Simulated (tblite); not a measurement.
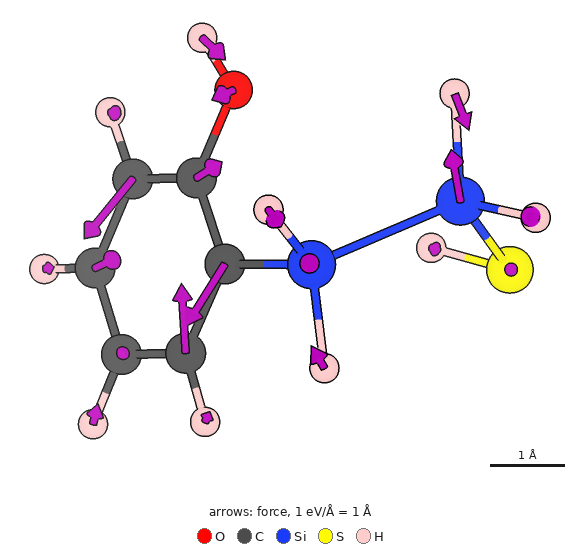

Starting geometry of C6H10OSSi2 with the computed forces as purple arrows. The picture is a ball-and-stick view, seen at a tilt.

Theory: GFN2-xTB geometry optimisation, gas phase (tblite). 

**What follows when this structure is relaxed?**

It isn't relaxed: the largest force vector, on a C atom, is 1.34 eV/Å. The final displacements have little in common with the starting forces (cosine between the two patterns 0.12). The S atom moves most after the best rigid fit: 0.78 Å. Largest moves by element: S 0.78 Å, H 0.62 Å, O 0.38 Å, C 0.23 Å, Si 0.20 Å. Among the contacts that change: H–Si 1.499 → 1.467 Å, C–C 1.413 → 1.386 Å, S–Si 2.152 → 2.167 Å, H–O 0.977 → 0.965 Å. Among the angles between lasting bonds that change: S–Si–H 108.0° → 100.5°, C–C–Si 122.8° → 116.1°, C–C–Si 119.7° → 125.8°. Groups turn about S–Si by about 25°, Si–Si by about 20°. The energy falls by 19.4 kJ/mol in 160 geometry steps. The run took 3.1 s on 1 thread of Arm Neoverse N1, on a shared host.
